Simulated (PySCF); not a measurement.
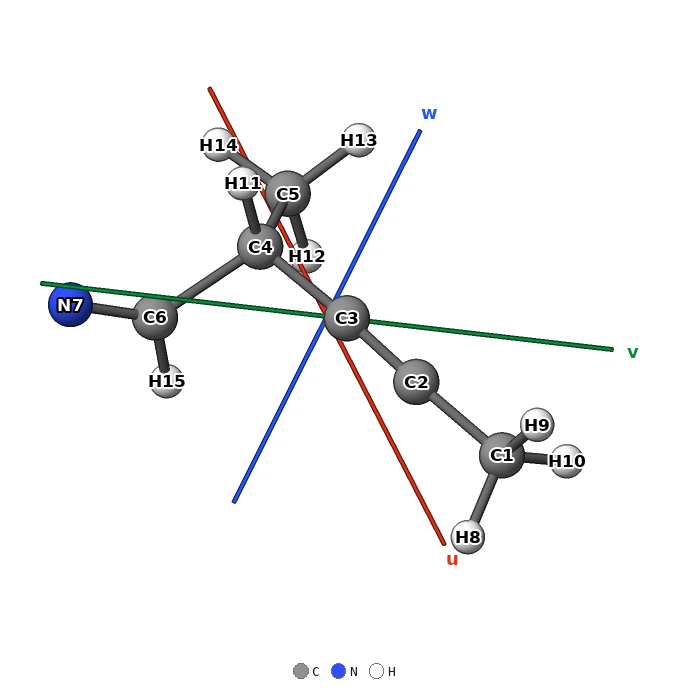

The lines u, v and w are the principal axes of the g tensor. State: neutral, doublet. The computed structure is the end point of a GFN2-xTB optimisation. No frequency run is at hand to confirm it as a minimum. Properties computed with UKS B3LYP, pcH-1 on C H N, non-relativistic, mean-field spin-orbit, GIAO (PySCF 2.14.0).

> Along which axis does g lie farthest from the free-electron value?

Along u: the shift is 2395 ppm.

Give the principal values and shifts.

```
axis        g  shift (ppm)
   u  2.00471         2395
   v  2.00161         −710
   w  2.00228          −44
```
